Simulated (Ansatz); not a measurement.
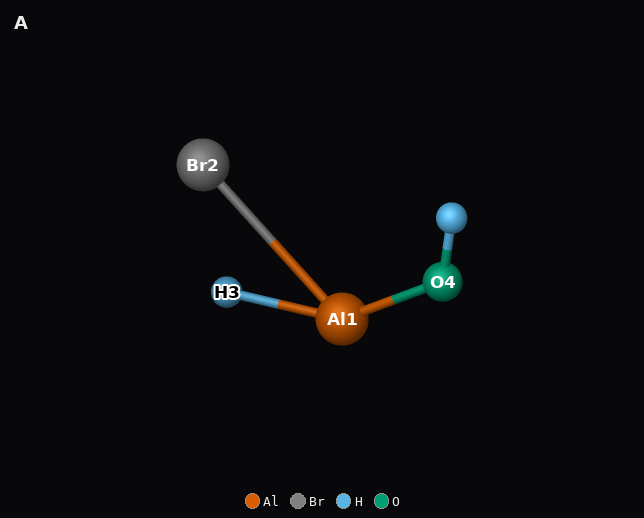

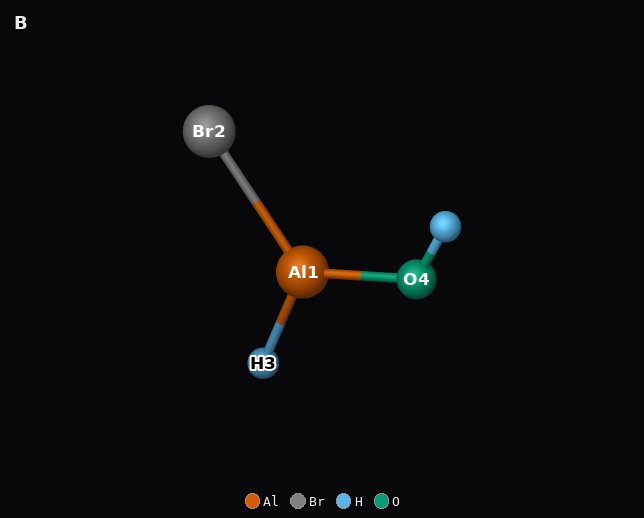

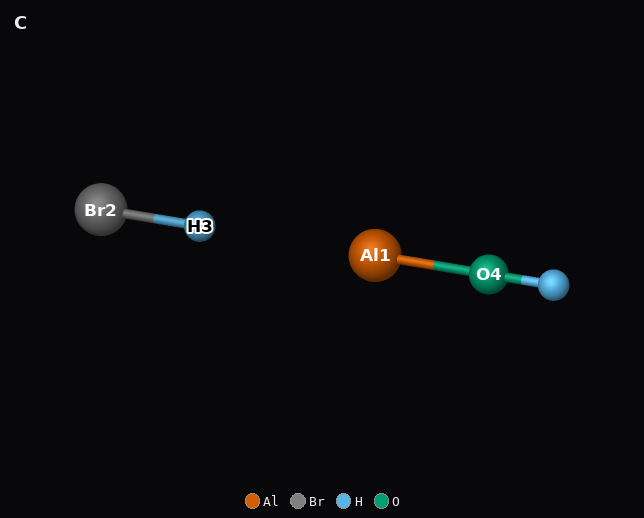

Three stationary points along one reaction path, in mixed order. Sticks follow a distance rule, so a partial bond may show as a full stick or not at all. Charge 0, singlet. Geometries: PBE0-D4/def2-TZVP; all other levels are single points on them, and energies count from the start as drawn. Program: Ansatz 0.2.0. In CBS estimates cores are frozen, and CCSD(T) − MP2 is taken in the smaller basis.

Which panel shows the transition state?

A.

Which bonds form and which break from B to C?

Formed: Br2–H3; broken: Al1–Br2, Al1–H3. At the saddle point Br2···H3 is 1.82 Å, Al1···Br2 is 2.76 Å, Al1···H3 is 1.69 Å.

Give the electronic barrier and the reaction energy from B to C in eV (no zero-point energy) with CCSD(T)/CBS (MP2 limit from def2-TZVPP and def2-QZVPP plus CCSD(T) − MP2); B2PLYP (frozen core)/def2-TZVPP; RHF-MP2 (frozen core)/def2-QZVPP; PBE-D4/def2-TZVPP; RHF-CCSD(T) (frozen core)/def2-TZVPP; r2SCAN-D4/def2-TZVPP; r2SCAN0-D4/def2-TZVPP; BHLYP-D4/def2-TZVPP.

```tsv
level	barrier	reaction energy
CCSD(T)/CBS (MP2 limit from def2-TZVPP and def2-QZVPP plus CCSD(T) − MP2)	2.996	+2.304
B2PLYP (frozen core)/def2-TZVPP	2.910	+2.221
RHF-MP2 (frozen core)/def2-QZVPP	3.090	+2.417
PBE-D4/def2-TZVPP	2.451	+2.043
RHF-CCSD(T) (frozen core)/def2-TZVPP	3.005	+2.245
r2SCAN-D4/def2-TZVPP	2.782	+2.393
r2SCAN0-D4/def2-TZVPP	2.979	+2.429
BHLYP-D4/def2-TZVPP	3.128	+2.293
```
